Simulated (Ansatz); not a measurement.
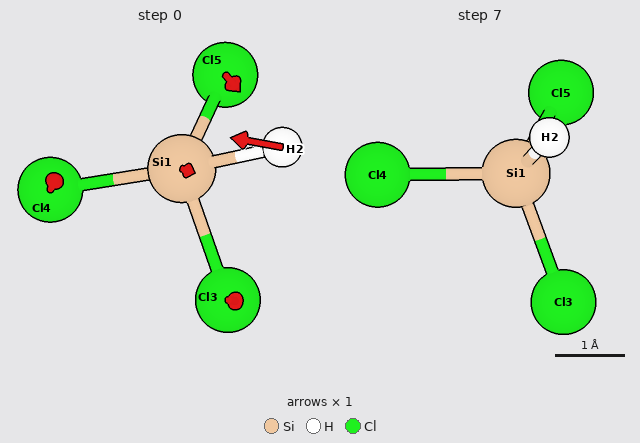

The structure of SiHCl3 before (left) and after (right) a relaxation, at one scale. The red arrows give the displacements, at their true length.

The picture is a ball-and-stick view, seen at a tilt.

It is one of the separated reactants of a reaction.

These are results of Ansatz 0.2.0, RKS PBE0-D4/def2-TZVP, not measurements.

The input:
```yaml
crystal:
  periodic: [false, false, false]
  atoms:
    - {symbol: Si, position_ang: [1.795023, 0.239374, 0.812534]}
    - {symbol: H, position_ang: [0.414208, 0.981977, 0.205003]}
    - {symbol: Cl, position_ang: [1.899560, 1.898753, 1.998179]}
    - {symbol: Cl, position_ang: [3.344285, -0.864982, 1.643210]}
    - {symbol: Cl, position_ang: [2.425903, 0.278246, -1.136350]}
basis:
  gaussian: {orbitals: def2-TZVP}
hamiltonian: {xc: pbe0, dispersion: d4}
relax: {f_tol: 0.005, max_steps: 200}
```

Run as
```bash
ansatz run in.yaml --threads 4 --pin off --events-out ev --progress --plain --max-ram 66560MiB --backend cuda --devices 0, --max-vram 37GiB
```

**What changed between the two?**

Over 7 geometry steps the energy falls by 51.5 kcal/mol. Largest force component: 2.5 eV/Å at the start, 0.00085 eV/Å at the end. The atom that moves furthest after the best rigid fit is H2 (0.87 Å). By element the largest moves are H 0.87 Å, Cl 0.59 Å, Si 0.28 Å. Some distances before and after: Si1–H2 1.681 → 1.469 Å, Si1–Cl4 2.076 → 2.030 Å, Si1–Cl5 2.049 → 2.030 Å, Si1–Cl3 2.042 → 2.030 Å. Bond angles that change, for instance: H2–Si1–Cl4 172.9° → 109.4°, H2–Si1–Cl3 83.9° → 109.4°, Cl3–Si1–Cl5 121.4° → 109.5°. The run took about 15 s of wall time on a shared GPU.
